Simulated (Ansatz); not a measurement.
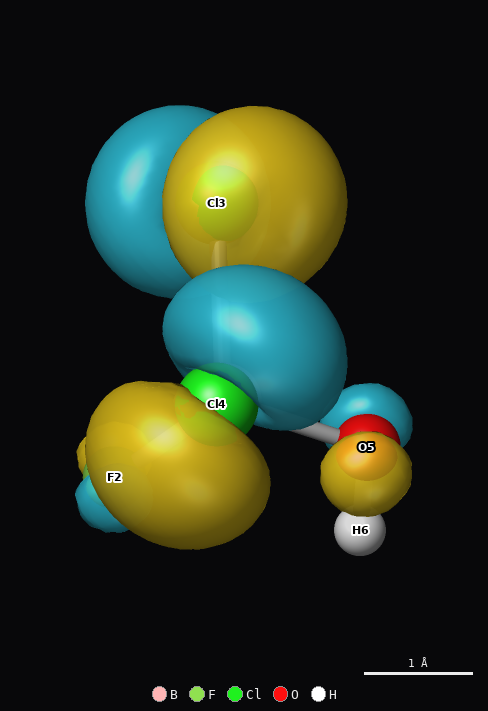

Figure. BCl$_{2}$FHO (doublet). One frontier orbital at ±0.15 Å⁻³ᐟ² (yellow and cyan are the two phases), seen at an oblique angle.

Computed with Ansatz, UKS PBE-D4/def2-SVP.

```csv
atom,x (Å),y (Å),z (Å)
B,-0.0708,-0.2359,0.7934
F,0.0075,-1.5926,0.8031
Cl,1.4299,0.5575,-0.0486
Cl,-1.5877,0.3826,-0.1591
O,-0.1543,0.3920,2.0836
H,-0.1390,-0.3048,2.7748
```

Which orbital is it: HOMO (β) or LUMO (β)?

Answer. The HOMO (β), at −7.43 eV. Its weight (Hirshfeld) is mainly on Cl4 (about 45 %) and Cl3 (about 45 %); largely a combination of lone pairs on Cl4 and Cl3.
